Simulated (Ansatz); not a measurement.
## Run report: GeH₃Cl, geometry relaxation

System: GeH₃Cl.
Method: RKS B3LYP/def2-SVP (Ansatz 0.2.0).

It belongs to a series of runs on one base structure; here: start relaxed.

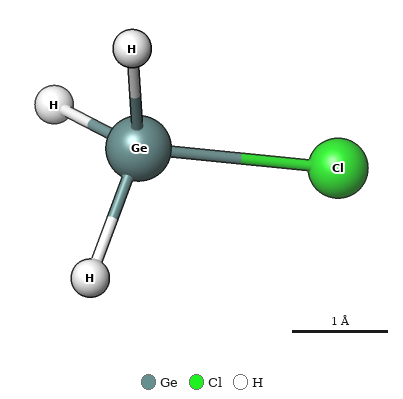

*The input geometry (ball-and-stick view, seen at a tilt). Sticks mark near contacts.*

Bond lengths as drawn: Cl–Ge 2.22 Å and Ge–H 1.55 Å.

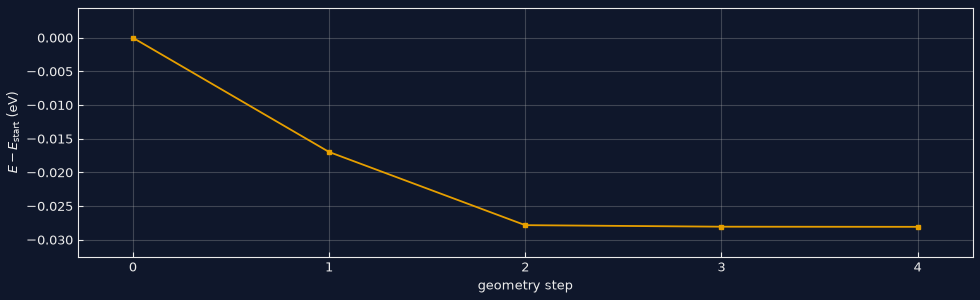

*Progress of the relaxation, step by step (the first geometry is step 0 here and step 1 in the log).*

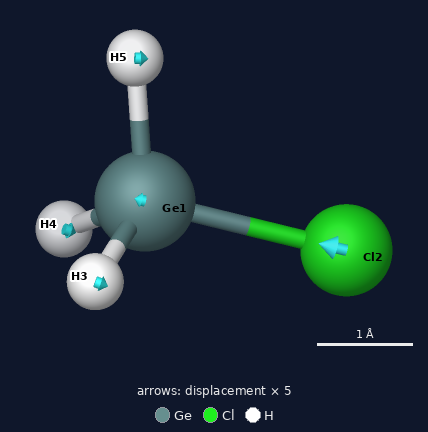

*The starting structure with the displacements as teal arrows, magnified 5 times (ball-and-stick view, seen at a tilt). The two geometries are laid on each other by the best rigid fit.*

The largest move after the best rigid fit is that of Cl2, 0.062 Å. By element the largest moves are Cl 0.062 Å, H 0.029 Å, Ge 0.023 Å. Distances before and after: Ge1–Cl2 2.220 → 2.181 Å, Ge1–H3 1.550 → 1.538 Å. After 4 geometry steps the energy has fallen by 0.028 eV. Largest force component: 0.66 eV/Å at the start, 0.00071 eV/Å at the end. (Atoms are counted from 1 in the order of the input.)

The input and output of the run follow.

## Input
```yaml
crystal:
  periodic: [false, false, false]
  atoms:
    - { symbol: Ge, position_ang: [0.0, 0.0, 0.0] }
    - { symbol: Cl, position_ang: [0.0, 0.0, 2.22] }
    - { symbol: H, position_ang: [1.4616, 0.0, -0.5162] }
    - { symbol: H, position_ang: [-0.73, 1.2648, -0.5162] }
    - { symbol: H, position_ang: [-0.73, -1.2648, -0.5162] }
basis:
  gaussian: { orbitals: def2-SVP }
hamiltonian:
  xc: b3lyp
relax:
  f_tol: 0.02
  max_steps: 40
```

Command:
```bash
ansatz run input.yaml --threads 1 --pin off --max-ram 2048MiB --backend cpu --events-out ev --progress --plain --runs-dir out
```

## The program's output
```
The last accepted step is kept in [file] (removed where the run ends without a failure and the disk answers)
Engine: ansatz 0.2.0, aarch64-unknown-linux-gnu
Functional definition: B3LYP
  parameter a0 = 0.2
  parameter ax = 0.72
  parameter ac = 0.81
  exchange = (1 - a0 - ax)*slater_x + ax*b88_x + a0*exact_x
  correlation = (1 - ac)*vwn_rpa_c + ac*lyp_c
681 factors; integrals over basis functions are off by at most 3.9e-4 eV
mean field evaluation 1: about -69080.6675 eV, gradient 1.9e1 eV
mean field evaluation 2: about -69080.6254 eV, gradient 2.1e1 eV
mean field evaluation 4: about -69081.1914 eV, gradient 4.0e-1 eV
mean field evaluation 8: about -69081.1958 eV, gradient 1.4e-2 eV
mean field -69081.19584268 eV, -2538.6871223021 hartree, gradient 1.7e-5 eV, S^2 0.000000; 0 other end points of the search recorded, 0 dependent functions left out
the calculation of the forces begins
reference -69081.19604994 eV, -2538.6871299187 hartree; 26, 26 occupied and 39, 39 virtual orbitals, 681 factors
relax step   1: F+E_penalty+E_count = -69081.19584268 eV  Δ(F+E_penalty+E_count) = +0.000e0 eV  max|allowed force component| = 6.571e-1 eV/Å  Δτ_max = 0.0000 Å  (25 SCF iters, accepted)
these checks for a lower state are left out or cut short: starts, cluster_reference, orbital_swaps, neighbouring_geometries, increment
681 factors; integrals over basis functions are off by at most 3.6e-4 eV
mean field evaluation 16: about -69081.1978 eV, gradient 3.5e0 eV
mean field -69081.21280335 eV, -2538.6877455953 hartree, gradient 3.7e-5 eV, S^2 0.000000; 0 other end points of the search recorded, 0 dependent functions left out
the calculation of the forces begins
reference -69081.21300836 eV, -2538.6877531293 hartree; 26, 26 occupied and 39, 39 virtual orbitals, 681 factors
relax step   2: F+E_penalty+E_count = -69081.21280335 eV  Δ(F+E_penalty+E_count) = -1.696e-2 eV  max|allowed force component| = 2.044e-1 eV/Å  Δτ_max = 0.0899 Å  (25 SCF iters, accepted)
these checks for a lower state are left out or cut short: starts, cluster_reference, orbital_swaps, neighbouring_geometries, increment
681 factors; integrals over basis functions are off by at most 3.7e-4 eV
mean field -69081.22367107 eV, -2538.6881449765 hartree, gradient 5.1e-5 eV, S^2 0.000000; 0 other end points of the search recorded, 0 dependent functions left out
the calculation of the forces begins
reference -69081.22387661 eV, -2538.6881525302 hartree; 26, 26 occupied and 39, 39 virtual orbitals, 681 factors
relax step   3: F+E_penalty+E_count = -69081.22367107 eV  Δ(F+E_penalty+E_count) = -1.087e-2 eV  max|allowed force component| = 7.854e-2 eV/Å  Δτ_max = 0.0294 Å  (24 SCF iters, accepted)
these checks for a lower state are left out or cut short: starts, cluster_reference, orbital_swaps, neighbouring_geometries, increment
681 factors; integrals over basis functions are off by at most 3.6e-4 eV
mean field evaluation 32: about -69081.2239 eV, gradient 9.1e-6 eV
mean field -69081.22389942 eV, -2538.6881533685 hartree, gradient 9.0e-6 eV, S^2 0.000000; 0 other end points of the search recorded, 0 dependent functions left out
the calculation of the forces begins
reference -69081.22410498 eV, -2538.6881609226 hartree; 26, 26 occupied and 39, 39 virtual orbitals, 681 factors
relax step   4: F+E_penalty+E_count = -69081.22389942 eV  Δ(F+E_penalty+E_count) = -2.284e-4 eV  max|allowed force component| = 2.717e-2 eV/Å  Δτ_max = 0.0026 Å  (23 SCF iters, accepted)
these checks for a lower state are left out or cut short: starts, cluster_reference, orbital_swaps, neighbouring_geometries, increment
681 factors; integrals over basis functions are off by at most 3.6e-4 eV
mean field -69081.22391860 eV, -2538.6881540733 hartree, gradient 4.8e-5 eV, S^2 0.000000; 0 other end points of the search recorded, 0 dependent functions left out
the calculation of the forces begins
reference -69081.22412417 eV, -2538.6881616278 hartree; 26, 26 occupied and 39, 39 virtual orbitals, 681 factors
relax step   5: F+E_penalty+E_count = -69081.22391860 eV  Δ(F+E_penalty+E_count) = -1.918e-5 eV  max|allowed force component| = 7.101e-4 eV/Å  Δτ_max = 0.0008 Å  (20 SCF iters, accepted)
681 factors; integrals over basis functions are off by at most 3.6e-4 eV
mean field -69081.22391860 eV, -2538.6881540733 hartree, gradient 4.8e-5 eV, S^2 0.000000; 1 other end points of the search recorded, 0 dependent functions left out
the calculation of the forces begins
reference -69081.22412417 eV, -2538.6881616278 hartree; 26, 26 occupied and 39, 39 virtual orbitals, 681 factors
Total energy: -69081.22412417 eV, -2538.6881616278 hartree
Atom 0 at     0.000341     0.000000    -0.023355 Å, force    -0.000025     0.000000     0.000710 eV/Å
Atom 1 at     0.000098    -0.000000     2.158029 Å, force     0.000002     0.000000    -0.000468 eV/Å
Atom 2 at     1.466669    -0.000000    -0.487588 Å, force     0.000299    -0.000000    -0.000084 eV/Å
Atom 3 at    -0.732754     1.269829    -0.487843 Å, force    -0.000138     0.000248    -0.000079 eV/Å
Atom 4 at    -0.732754    -1.269829    -0.487843 Å, force    -0.000138    -0.000248    -0.000079 eV/Å
Dipole moment:     0.000049    -0.000000    -0.396474 e Å
```

## Trajectory as extended XYZ (Å, eV, eV/Å), 5 frames, from step=1 to step=5
```
5
Properties=species:S:1:pos:R:3:forces:R:3 step=1 energy=-69081.19584
Ge    0.0000    0.0000    0.0000    0.0185   0.0000   0.0415
Cl    0.0000    0.0000    2.2200   -0.0004   0.0000  -0.6571
H     1.4616    0.0000   -0.5162   -0.1215   0.0000   0.2090
H    -0.7300    1.2648   -0.5162    0.0517  -0.0896   0.2033
H    -0.7300   -1.2648   -0.5162    0.0517   0.0896   0.2033
5
Properties=species:S:1:pos:R:3:forces:R:3 step=2 energy=-69081.21280
Ge    0.0003    0.0000   -0.0512    0.0018   0.0000   0.2044
Cl    0.0001    0.0000    2.1301    0.0000   0.0000   0.1026
H     1.4860    0.0000   -0.4691   -0.1402   0.0000  -0.1020
H    -0.7424    1.2866   -0.4692    0.0692  -0.1200  -0.1025
H    -0.7424   -1.2866   -0.4692    0.0692   0.1200  -0.1025
5
Properties=species:S:1:pos:R:3:forces:R:3 step=3 energy=-69081.22367
Ge    0.0003    0.0000   -0.0267    0.0007   0.0000   0.0785
Cl    0.0001    0.0000    2.1595   -0.0001   0.0000  -0.0674
H     1.4688    0.0000   -0.4869   -0.0191   0.0000  -0.0037
H    -0.7338    1.2717   -0.4872    0.0092  -0.0162  -0.0038
H    -0.7338   -1.2717   -0.4872    0.0092   0.0162  -0.0038
5
Properties=species:S:1:pos:R:3:forces:R:3 step=4 energy=-69081.22390
Ge    0.0003    0.0000   -0.0241    0.0000   0.0000   0.0272
Cl    0.0001    0.0000    2.1588    0.0000   0.0000  -0.0227
H     1.4668    0.0000   -0.4876    0.0016   0.0000  -0.0015
H    -0.7328    1.2699   -0.4878   -0.0008   0.0014  -0.0015
H    -0.7328   -1.2699   -0.4878   -0.0008  -0.0014  -0.0015
5
Properties=species:S:1:pos:R:3:forces:R:3 step=5 energy=-69081.22392
Ge    0.0003    0.0000   -0.0234    0.0000   0.0000   0.0007
Cl    0.0001    0.0000    2.1580    0.0000   0.0000  -0.0005
H     1.4667    0.0000   -0.4876    0.0003   0.0000  -0.0001
H    -0.7328    1.2698   -0.4878   -0.0001   0.0002  -0.0001
H    -0.7328   -1.2698   -0.4878   -0.0001  -0.0002  -0.0001
```

## Key numbers

- outcome: converged
- total energy: −69081.2241 eV
- mean-field energy: −69081.2241 eV
- largest force (length of the vector) at the end: 0.001 eV/Å
- hardware: 1 thread of Arm Neoverse V1, 24 GiB of memory available, shared host
- wall time: 11 s
- peak memory: 0.12 GiB
